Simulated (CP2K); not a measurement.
**GaNH4 (GaH2(NH2)): PM6**

What is the energy change on altering one bond length of GaNH4 (GaH2(NH2)) at PM6? 

The results are computed with CP2K 2026.2.

3 further runs of the same task are left out: 3 set aside as unsound or not needed.

## Step 1: The molecule

GaNH4: 6 atoms, total charge 0, spin state singlet. As SMILES, `[H][Ga]([H])[NH2]`. Geometry: a GFN2-xTB relaxation, a rough one for these elements and not checked as a minimum.

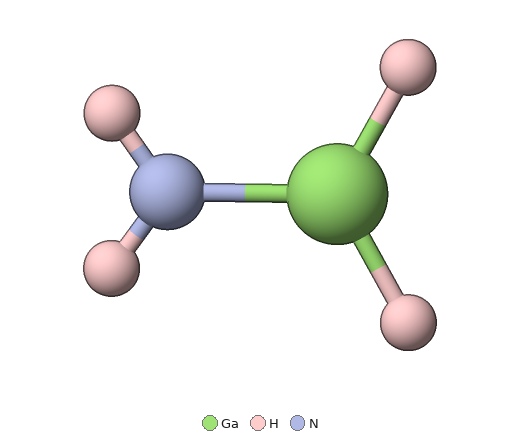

The structure, seen from a chosen angle (gallium green, hydrogen pink, nitrogen light blue).

## Step 2: Energy and gradient at PM6

Input file molecule.xyz:

```xyz
6

Ga     0.424050     0.733460     0.007650
H      1.890040     0.754090     0.501460
H     -0.291350     2.018260    -0.474150
N     -0.478200    -0.825800    -0.001250
H     -1.435720    -0.951110    -0.308080
H     -0.108820    -1.728900     0.274370
```

Input file job.inp:

```
&force_eval
   method QS
   &dft
      &qs
         method PM6
         eps_default 1.0E-10
         &se
            &coulomb
               cutoff [angstrom] 50
               rc_range [angstrom] 0
            &end coulomb
            &exchange
               cutoff [angstrom] 50
               rc_range [angstrom] 0
            &end exchange
         &end se
      &end qs
      &poisson
         periodic NONE
         poisson_solver ANALYTIC
      &end poisson
      &scf
         scf_guess ATOMIC
         eps_scf 1.0E-07
         max_scf 150
         added_mos 2
         &diagonalization
            algorithm STANDARD
         &end diagonalization
         &mixing
            method DIRECT_P_MIXING
            alpha 0.4
         &end mixing
      &end scf
      &print
         &moments
            periodic F
            reference COM
            max_moment 1
         &end moments
         &mo ON
            energies T
            occupation_numbers T
            ndigits 6
            &each
               qs_scf 0
            &end each
            add_last NUMERIC
         &end mo
         &hirshfeld OFF
         &end hirshfeld
      &end print
   &end dft
   &subsys
      &cell
         abc 11.3 11.7 9
         periodic NONE
      &end cell
      &topology
         coord_file_name molecule.xyz
         coord_file_format XYZ
         &center_coordinates
         &end center_coordinates
      &end topology
   &end subsys
   &print
      &forces ON
      &end forces
   &end print
&end force_eval

&global
   project_name job
   run_type ENERGY_FORCE
   print_level MEDIUM
&end global
```

Started as:

```sh
$ OMP_NUM_THREADS=1 cp2k.psmp -i job.inp -o job.out
```

The log of the run:

```text
CP2K| version string:                                       CP2K version 2026.2
[...]
 GLOBAL| Method name                                                        CP2K
[...]
 GLOBAL| Run type                                                   ENERGY_FORCE
[...]
                             - Atoms:                                          6
[...]
                             - Spherical basis functions:                     12
[...]
 Number of electrons:                                                         12
[...]
     1 P_Mix/Diag. 0.40E+00    0.0     0.77742377        -7.4398499778 -7.44E+00
[...]
    17 DIIS/Diag.  0.41E-07    0.0     0.00000004       -10.7798765403  7.11E-15
  *** SCF run converged in    17 steps ***
  Core-core repulsion energy [eV]:                            370.59609100126085
  Core Hamiltonian energy [eV]:                              -459.10095496789393
  Two-electron integral energy [eV]:                         -409.66098899615395
  Electronic energy [eV]:                                    -663.93144946597090
  Total energy [eV]:                                         -293.33535846471005
  Atomic reference energy [eV]:                               293.89947560366380
  Heat of formation [kcal/mol]:                                13.00885129632505
[...]
 SE_DIPOLE| Moment [Debye]          0.67872423       1.20076704       0.05304729
 SE_DIPOLE| Derivative [a.u.]       0.00000000       0.00000000       0.00000000
 ENERGY| Total FORCE_EVAL ( QS ) energy [hartree]            -10.779876540311800
 FORCES| Atomic forces [hartree/bohr]
 FORCES|   Atom     x               y               z               |f|
 FORCES|      1  1.79392485E-02  3.09859076E-02  1.81182669E-04   3.58046916E-02
 FORCES|      2 -2.24578468E-02 -5.77545589E-03 -6.55942284E-03   2.40984813E-02
 FORCES|      3  6.28296889E-03 -2.24606565E-02  6.45010915E-03   2.41983614E-02
 FORCES|      4 -7.70557459E-03 -1.35929497E-02 -4.72650694E-04   1.56322603E-02
 FORCES|      5  3.36249248E-03  4.88195141E-03  3.05025573E-04   5.93572623E-03
 FORCES|      6  2.57871147E-03  5.96120302E-03  9.57561404E-05   6.49575735E-03
 FORCES| Sum     2.77555756E-16  1.38777878E-16 -7.80625564E-17
 FORCES| Total atomic force                                       3.19984781E-16
[...]
```

Wall time 1.2 s (1 thread of Intel Xeon Platinum 8488C (Sapphire Rapids), shared host); peak memory 0.19 GiB.

## Step 3: The distorted shape

Input file molecule.xyz:

```xyz
6

Ga     0.328268     0.720925    -0.023043
H      1.794258     0.741555     0.470767
H     -0.387132     2.005725    -0.504843
N     -0.573982    -0.838335    -0.031943
H     -1.435720    -0.951110    -0.308080
H     -0.204602    -1.741435     0.243677
```

Input file qs.inp:

```
&GLOBAL
   PROJECT qs
   RUN_TYPE ENERGY_FORCE
   PRINT_LEVEL MEDIUM
&END GLOBAL

&FORCE_EVAL
   METHOD Quickstep
   &DFT
      ! Quickstep
      &QS
         METHOD PM6
         EPS_DEFAULT 1.0E-10
         &SE
            &COULOMB
               CUTOFF [angstrom] 50
               RC_RANGE [angstrom] 0
            &END COULOMB
            &EXCHANGE
               CUTOFF [angstrom] 50
               RC_RANGE [angstrom] 0
            &END EXCHANGE
         &END SE
      &END QS
      ! cluster boundary conditions
      &POISSON
         PERIODIC NONE
         POISSON_SOLVER ANALYTIC
      &END POISSON
      ! SCF settings
      &SCF
         SCF_GUESS ATOMIC
         EPS_SCF 1.0E-07
         MAX_SCF 150
         ADDED_MOS 2
         &DIAGONALIZATION
            ALGORITHM STANDARD
         &END DIAGONALIZATION
         &MIXING
            METHOD DIRECT_P_MIXING
            ALPHA 0.4
         &END MIXING
      &END SCF
      &PRINT
         &MOMENTS
            PERIODIC F
            REFERENCE COM
            MAX_MOMENT 1
         &END MOMENTS
         &MO ON
            ENERGIES T
            OCCUPATION_NUMBERS T
            NDIGITS 6
            &EACH
               QS_SCF 0
            &END EACH
            ADD_LAST NUMERIC
         &END MO
         &HIRSHFELD OFF
         &END HIRSHFELD
      &END PRINT
   &END DFT
   &SUBSYS
      ! vacuum box
      &CELL
         ABC 11.2 11.7 9
         PERIODIC NONE
      &END CELL
      &TOPOLOGY
         COORD_FILE_NAME molecule.xyz
         COORD_FILE_FORMAT XYZ
         &CENTER_COORDINATES
         &END CENTER_COORDINATES
      &END TOPOLOGY
   &END SUBSYS
   ! extra output
   &PRINT
      &FORCES ON
      &END FORCES
   &END PRINT
&END FORCE_EVAL
```

Started as:

```sh
$ OMP_NUM_THREADS=1 cp2k.psmp -i qs.inp > qs.out 2>&1
```

The log of the run:

```text
CP2K| version string:                                       CP2K version 2026.2
[...]
 GLOBAL| Method name                                                        CP2K
[...]
 GLOBAL| Run type                                                   ENERGY_FORCE
[...]
                             - Atoms:                                          6
[...]
                             - Spherical basis functions:                     12
[...]
 Number of electrons:                                                         12
[...]
     1 P_Mix/Diag. 0.40E+00    0.0     0.77630044        -7.3738787111 -7.37E+00
[...]
    17 DIIS/Diag.  0.32E-07    0.0     0.00000003       -10.7749556089 -1.95E-14
  *** SCF run converged in    17 steps ***
  Core-core repulsion energy [eV]:                            375.54454885482659
  Core Hamiltonian energy [eV]:                              -459.56855620461192
  Two-electron integral energy [eV]:                         -418.35489152520319
  Electronic energy [eV]:                                    -668.74600196721349
  Total energy [eV]:                                         -293.20145311238690
  Atomic reference energy [eV]:                               293.89947560366380
  Heat of formation [kcal/mol]:                                16.09678232317742
[...]
 SE_DIPOLE| Moment [Debye]          0.55354438       1.17115584       0.01463442
 SE_DIPOLE| Derivative [a.u.]       0.00000000       0.00000000       0.00000000
 ENERGY| Total FORCE_EVAL ( QS ) energy [hartree]            -10.774955608946108
 FORCES| Atomic forces [hartree/bohr]
 FORCES|   Atom     x               y               z               |f|
 FORCES|      1  2.10269216E-02  3.33091465E-02  8.16867659E-04   3.93992125E-02
 FORCES|      2 -2.24020849E-02 -5.58602263E-03 -6.58330897E-03   2.40082697E-02
 FORCES|      3  6.25834768E-03 -2.24330861E-02  6.43508979E-03   2.41623809E-02
 FORCES|      4  4.43235719E-02 -8.44145276E-03  1.64202810E-02   4.80152349E-02
 FORCES|      5 -5.51759629E-02 -1.80958834E-03 -1.85286246E-02   5.82320481E-02
 FORCES|      6  5.96920663E-03  4.96100333E-03  1.43969511E-03   7.89402963E-03
 FORCES| Sum     2.63677968E-16 -2.08166817E-16 -3.46944695E-17
 FORCES| Total atomic force                                       3.37732440E-16
[...]
```

Wall time 1.2 s (1 thread of Intel Xeon Platinum 8488C (Sapphire Rapids), shared host); peak memory 0.19 GiB.

## Step 4: What came out

Level: PM6.

| quantity | value |
| --- | --- |
| first shape: total energy | -10.77988 Eh |
| first shape: dipole moment | 1.38 D |
| first shape: HOMO energy | -10.14 eV |
| first shape: LUMO energy | 0.24 eV |
| first shape: HOMO–LUMO gap | 10.38 eV |
| first shape: heat of formation at this unrelaxed shape | 13.0 kcal/mol |
| first shape: largest force on an atom | 1.841 eV/Å |
| distorted shape: total energy | -10.77496 Eh |
| distorted shape: dipole moment | 1.30 D |
| distorted shape: HOMO energy | -10.19 eV |
| distorted shape: LUMO energy | 0.20 eV |
| distorted shape: HOMO–LUMO gap | 10.39 eV |
| distorted shape: heat of formation at this unrelaxed shape | 16.1 kcal/mol |
| distorted shape: largest force on an atom | 2.994 eV/Å |
| energy change with the N4–H5 bond shortened from 1.013 to 0.912 Å | 0.134 eV |

**Reading.** With the N4–H5 bond shortened from 1.013 to 0.912 Å the energy rises by 0.13 eV (3.1 kcal/mol). The first shape isn't relaxed at this level, so the change isn't measured from a minimum. The largest force (first shape) is 1.84 eV/Å: the shape isn't a stationary point for this species at this level.
